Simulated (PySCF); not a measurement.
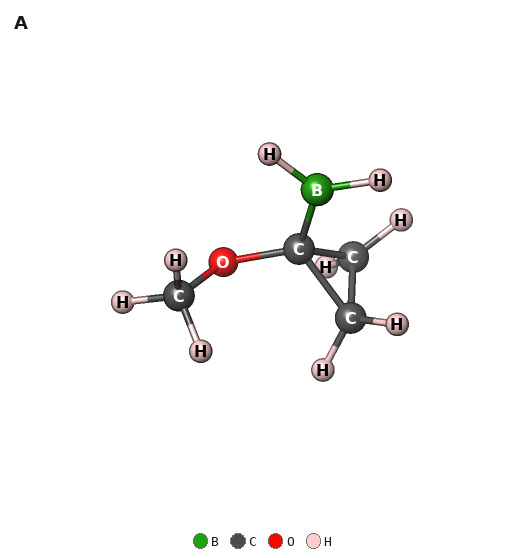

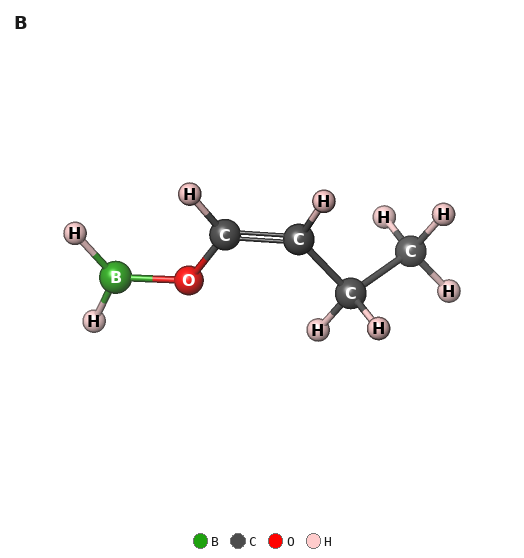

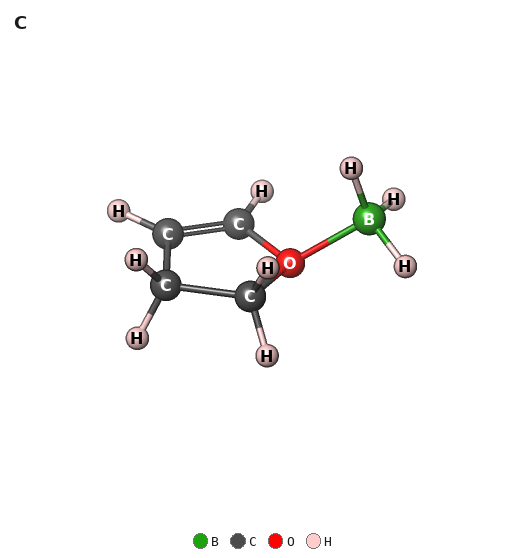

3 stationary structures of one formula. Geometries: GFN2-xTB. Electronic energies: PBE0/pcSseg-1 (PySCF 2.14.0), without zero-point energy. No frequency run is at hand to confirm each as a minimum. Each is one conformer, not always the lowest.

Question: Rank them by energy, lowest first.

Answer: B is lowest; C lies 177.1 kJ/mol above it, A lies 191.5 kJ/mol above it. A is `BC1(OC)CC1`, B is `BO/C=C\CC`, C is `[BH3-][O+]1C=CCC1`.

The geometry is semi-empirical. Around B such bond lengths and angles can be off by a tenth of an ångström or more and by several degrees, and values that hang on the shape move with them.
